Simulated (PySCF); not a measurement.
# SiCl2: triplet, from a bent start

Where does triplet SiCl2 go from a bent start, is the end point a minimum, and what are its modes, charges and moments?

Computed with PySCF 2.14.0. Level: PBE0, basis Si def2-TZVP, Cl def2-TZVP, no relativity, density fitting.

## Step 1: Starting geometry

3 atoms, charge 0, spin multiplicity 3.

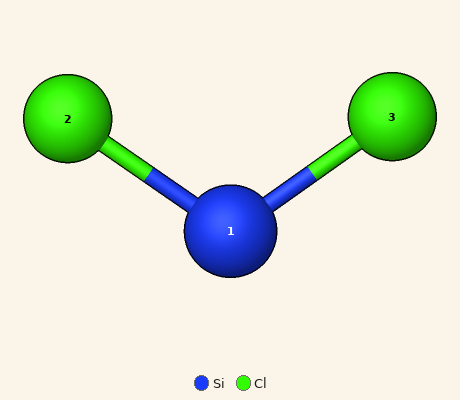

Start geometry, drawn with silicon blue, chlorine green; atoms are numbered from 1 in the order of the file.

```xyz
3
charge 0 multiplicity 3
Si    0.0000    0.0000    0.0000
Cl    1.7612    0.0000    1.2332
Cl   -1.7612    0.0000    1.2332
```

## Step 2: Finding the electronic state

The steps below are one call of a driver around PySCF. For each, scf.py gives the equivalent set-up of the SCF; relaxations use the driver's own optimiser. After this first run the driver tries any further starts and a stability analysis.

File scf.py:

```python
from pyscf import gto, scf, dft
mol = gto.M(atom='''
Si     0.000000     0.000000     0.000000
Cl     1.761200     0.000000     1.233200
Cl    -1.761200     0.000000     1.233200''',
    basis={'Si': 'def2-TZVP', 'Cl': 'def2-TZVP'},
    charge=0, spin=2)
mf = dft.UKS(mol, xc='PBE0')
mf.grids.atom_grid = (50, 194)
aux = {'Si': 'def2-universal-JKFIT', 'Cl': 'def2-universal-JKFIT'}
mf = mf.density_fit(auxbasis=aux)
mf.conv_tol = 1e-08
mf.diis_space = 10
mf.max_cycle = 60
mf.init_guess = 'minao'
mf.verbose = 4
mf.kernel()
```

Started as:

```console
$ OMP_NUM_THREADS=4 python axn.py task.json out
```

Output:

```text
init E= -1209.59065486633
[... the frontier-level lines of each cycle are left out ...]
cycle= 1 E= -1209.44330357861  delta_E= 0.147  |g|= 0.25  |ddm|= 1.29
cycle= 2 E= -1209.39489265768  delta_E= 0.0484  |g|= 0.39  |ddm|= 0.71
cycle= 3 E= -1209.48761531396  delta_E= -0.0927  |g|= 0.0305  |ddm|= 0.381
cycle= 4 E= -1209.48814954416  delta_E= -0.000534  |g|= 0.00991  |ddm|= 0.0346
cycle= 5 E= -1209.48824104502  delta_E= -9.15e-05  |g|= 0.00499  |ddm|= 0.0204
cycle= 6 E= -1209.48826118326  delta_E= -2.01e-05  |g|= 0.0012  |ddm|= 0.00729
cycle= 7 E= -1209.48826338081  delta_E= -2.2e-06  |g|= 0.000419  |ddm|= 0.00288
cycle= 8 E= -1209.48826370869  delta_E= -3.28e-07  |g|= 0.000176  |ddm|= 0.00114
cycle= 9 E= -1209.48826375356  delta_E= -4.49e-08  |g|= 5.17e-05  |ddm|= 0.000434
cycle= 10 E= -1209.48826375664  delta_E= -3.08e-09  |g|= 7.1e-06  |ddm|= 0.000114
Extra cycle  E= -1209.48826375671  delta_E= -6.91e-11  |g|= 3.69e-06  |ddm|= 1.15e-05
converged SCF energy = -1209.48826375671  <S^2> = 2.0043335  2S+1 = 3.0028876
```

This step, with its further starts and checks, ran for 11 s (4 threads of Arm Neoverse V2, shared host).

Energies from each starting density:

```tsv
start	energy (Eh)
the minimal-basis guess	-1209.488264
a thermally smeared density	-1209.488264
a smeared PBE density	-1209.488264
```

The test of internal stability and the other starts found no lower solution of this spin.

## Step 3: Relaxing the triplet from the bent start

The program finds C2v symmetry in the start, which this walk keeps. Threshold on the gradient: 0.0003 Eh/bohr, with a further test on the energy change.

Edit scf.py of step 2 so:

```diff
@@ -3,3 +3,3 @@
-Si     0.000000     0.000000     0.000000
-Cl     1.761200     0.000000     1.233200
-Cl    -1.761200     0.000000     1.233200''',
+Si     0.000000     0.000000    -0.880841
+Cl     1.761200     0.000000     0.352359
+Cl    -1.761200     0.000000     0.352359''',
@@ -15 +14,0 @@
-mf.init_guess = 'minao'
```

Energy and gradient, step by step:

```tsv
step	energy (Eh)	change (kJ/mol)	largest symmetric gradient (Eh/bohr)
0	-1209.488264	0.00	0.03919
1	-1209.495341	-18.58	0.00917
2	-1209.495678	-19.47	0.00166
3	-1209.495697	-19.52	0.00013
4	-1209.495698	-19.52	0.00007
```

The walk took 6.8 s.

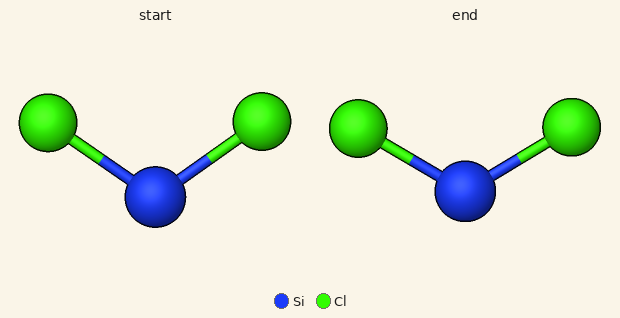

The geometry along the walk, at one scale.

End point (C2v, 4 steps, 19.5 kJ/mol gained): Si–Cl 2.045 Å (×2); Cl–Si–Cl 118.5°.

## Step 4: Hessian and properties

On the finer grid the gradient is checked again; gradients at displacements of ±0.02 bohr then give force constants and infrared intensities.

Edit scf.py of step 3 so:

```diff
@@ -3,3 +3,3 @@
-Si     0.000000     0.000000    -0.880841
-Cl     1.761200     0.000000     0.352359
-Cl    -1.761200     0.000000     0.352359''',
+Si     0.000000     0.000000    -0.747147
+Cl     1.757085     0.000000     0.298897
+Cl    -1.757085     0.000000     0.298897''',
@@ -9 +9 @@
-mf.grids.atom_grid = (50, 194)
+mf.grids.atom_grid = (75, 302)
@@ -12 +12 @@
-mf.conv_tol = 1e-08
+mf.conv_tol = 1e-10
```

The driver hands on the density of the step before, so the log starts near convergence.

Log of the central SCF (cycles and frontier levels):

```text
init E= -1209.49572144876
[... the frontier-level lines of each cycle are left out ...]
cycle= 1 E= -1209.49572144875  delta_E= 1.59e-12  |g|= 5.11e-06  |ddm|= 7.69e-06
Extra cycle  E= -1209.49572144874  delta_E= 1.52e-11  |g|= 7.11e-06  |ddm|= 1.06e-05
converged SCF energy = -1209.49572144874  <S^2> = 2.0035423  2S+1 = 3.0023606
```

The whole step took 24 s.

Geometry: C2v; Si–Cl 2.045 Å (×2); Cl–Si–Cl 118.5°.

Modes, for the most abundant isotopes:

```
symmetry  ω (cm⁻¹)  IR (km/mol)  μ (u)
      a1       160          1.6  32.72
      a1       493         22.6  31.51
      b2       610          136  30.09
```

All wavenumbers are real: a minimum.

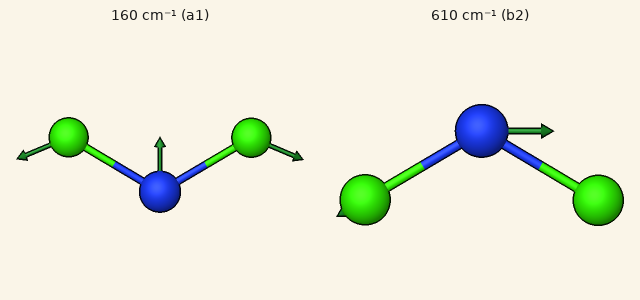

Displacements of 2 of the modes, as arrows (one member where a mode is degenerate).

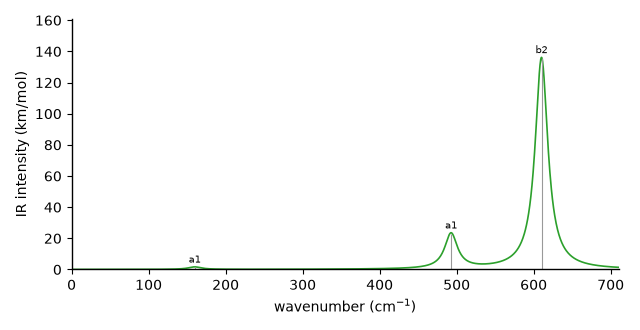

The harmonic infrared spectrum (widths in cm⁻¹). Lines are broadened to a width of 20 cm⁻¹ (Lorentzian).

Constants and moments:

```
Dipole moment                                                   : 0.71 D
Highest occupied level                                          : -5.30 eV
Lowest empty level                                              : -4.44 eV
Rotational constants                                            : 0.771, 0.07807, 0.07089 cm⁻¹
Zero-point energy                                               : 7.6 kJ/mol
Principal polarisabilities                                      : 36.3, 44.9, 67.8 bohr³
Atomisation energy without zero-point energy                    : 660 kJ/mol
Principal traceless quadrupole moments about the centre of mass : -1.94, -0.66, 2.60 D Å
Entropy at 298.15 K and 1 bar (electronic part: spin only)      : 291.2 J/(mol K)
Heat capacity Cp at 298.15 K                                    : 50.7 J/(mol K)
Enthalpy at 298.15 K above 0 K                                  : 12.57 kJ/mol
Rotational symmetry number                                      : 2
Spin squared ⟨S²⟩                                               : 2.004
```

Charges (e) and bond orders:

```csv
atom,Mulliken,Löwdin,polar tensor,spin (Mulliken),Mayer order to Si1
Si1,0.32,-0.47,0.80,1.65,–
"Cl2,3",-0.16,0.23,-0.40,0.18,1.23
```

Outer orbital energies (eV). α occupied: -14.97, -12.24, -10.88, -10.83, -10.11, -9.86, -8.50, -5.30; empty: -0.60, 0.21, 3.54, 3.97. β occupied: -23.79, -23.31, -13.92, -11.73, -10.52, -10.30, -9.79, -9.74; empty: -4.44, -1.33, 0.30, 1.20.

Mulliken populations on Si1: s 5.29, p 8.04, d 0.31, f 0.05.

## Step 5: Results

```
                                          quantity                                value
                                           minimum                         triplet, C2v
                                          geometry  Si–Cl 2.045 Å (×2); Cl–Si–Cl 118.5°
                                wavenumbers (cm⁻¹)         160 (a1), 493 (a1), 610 (b2)
                                     dipole moment                               0.71 D
highest occupied, lowest empty level (either spin)                      -5.30, -4.44 eV
                        polar-tensor charge of Si1                              +0.80 e
                                 zero-point energy                           7.6 kJ/mol
                               entropy at 298.15 K                      291.2 J/(mol K)
         atomisation energy (no zero-point energy)                           660 kJ/mol
                                              ⟨S²⟩                                2.004
```

In words: The molecule stays C2v, as typed, and the end point is a minimum. In the infrared the band at 610 cm⁻¹ (b2) leads. Most of the spin sits on Si1 (Mulliken spin 1.65, against 2 for the whole molecule). Other starts or spin states, not run here, may lie lower.

The search up to here took 42 s.
